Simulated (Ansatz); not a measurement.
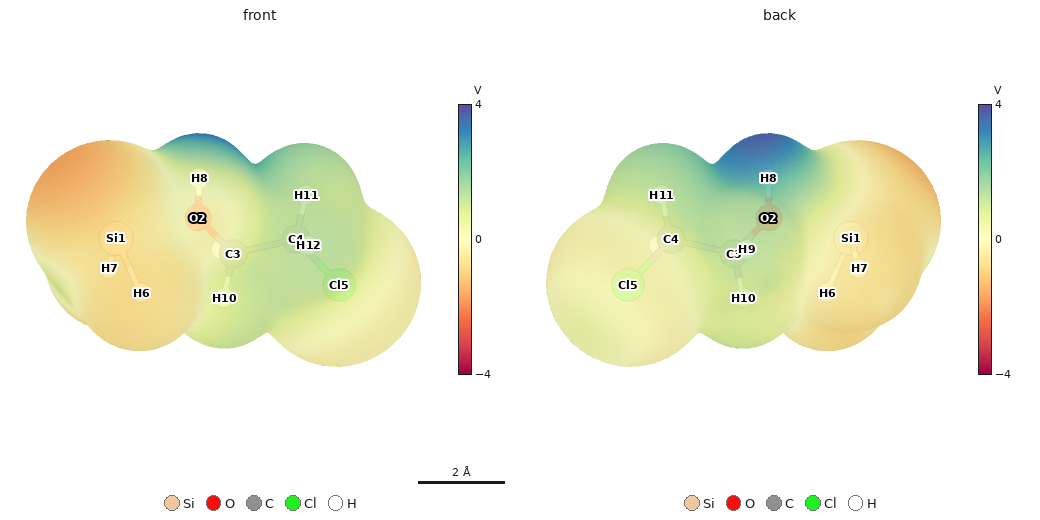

Figure. C₂H₇ClOSi. The molecular electrostatic potential painted on the density surface at 0.002 e/bohr³, seen from the front and from behind; red is negative and blue positive.

The calculation used RKS PBE0/def2-SVP (Ansatz).

Input file:

```
crystal:
  periodic: [false, false, false]
  atoms:
    - { symbol: Si, position_ang: [-1.1102, -0.5285, 1.7114] }
    - { symbol: O, position_ang: [-0.6127, 0.3981, 0.4001] }
    - { symbol: C, position_ang: [0.3962, -0.1537, -0.4193] }
    - { symbol: C, position_ang: [0.8317, 0.8414, -1.5233] }
    - { symbol: Cl, position_ang: [2.0491, 0.1928, -2.5837] }
    - { symbol: H, position_ang: [-0.0265, -0.7179, 2.6217] }
    - { symbol: H, position_ang: [-1.6587, -1.777, 1.2124] }
    - { symbol: H, position_ang: [-1.22597, 1.15553, 0.57417] }
    - { symbol: H, position_ang: [0.1008, -1.0904, -0.7979] }
    - { symbol: H, position_ang: [1.3257, -0.3331, 0.2292] }
    - { symbol: H, position_ang: [-0.1347, 1.0273, -2.1164] }
    - { symbol: H, position_ang: [1.105, 1.7976, -1.0889] }
basis:
  gaussian: { orbitals: def2-SVP }
hamiltonian:
  xc: pbe0
relax:
  f_tol: 0.02
  max_steps: 50
output:
  orbitals: {}
```

Command:

```sh
ansatz run input.yaml --threads 2 --pin off --max-ram 3072MiB --backend cpu --events-out ev --progress --plain --runs-dir out
```

The fields are those of the relaxed geometry.

Question: Which sites attract a positive test charge, and which a negative one?

Answer: A positive charge is drawn to the negative regions and a negative charge to the positive ones. The most negative region (about −1.6 V, or −37 kcal/mol for a unit charge) lies over Si1, the most positive (about +3.6 V, or +83 kcal/mol for a unit charge) over H8. Cl5 shows a σ-hole: about +0.5 V, or +12 kcal/mol for a unit charge at the tip opposite its bond, against about −0.1 V on its flanks.
